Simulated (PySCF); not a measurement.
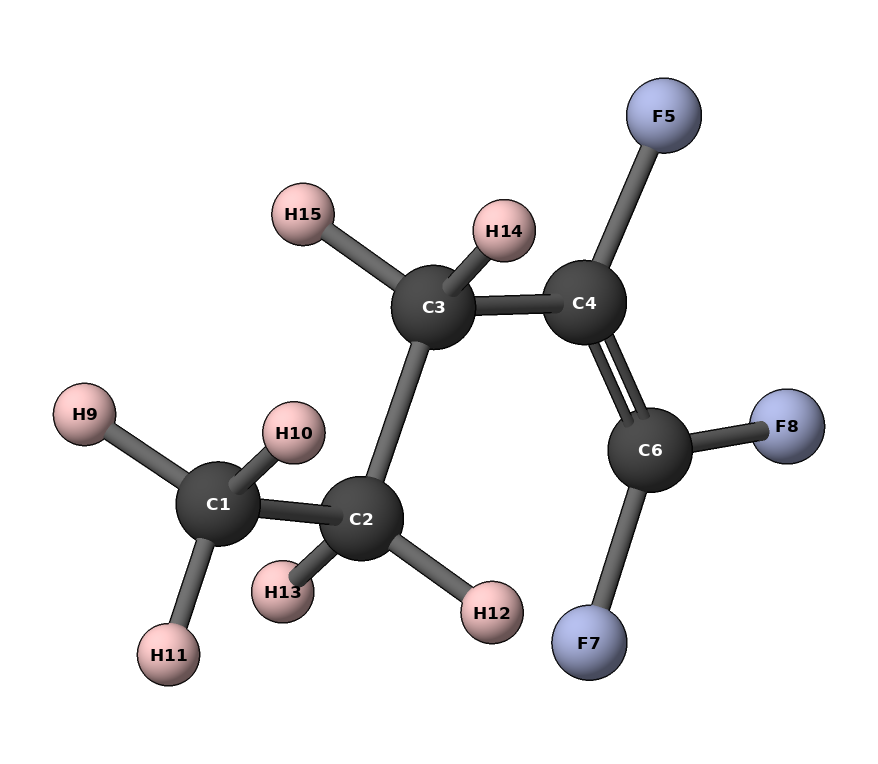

The questions are on isotropic NMR shieldings of the F atoms. Geometry: an end point of a reaction path computed with GFN2-xTB. Properties computed with GIAO PBE0/pcSseg-1 NMR shielding, non-relativistic, gas phase (PySCF 2.14.0).

Give the isotropic NMR shieldings of the F atoms atom by atom.

| atom | σ (ppm) |
| --- | --- |
| F5 | 352.1 |
| F7 | 302.5 |
| F8 | 274.2 |
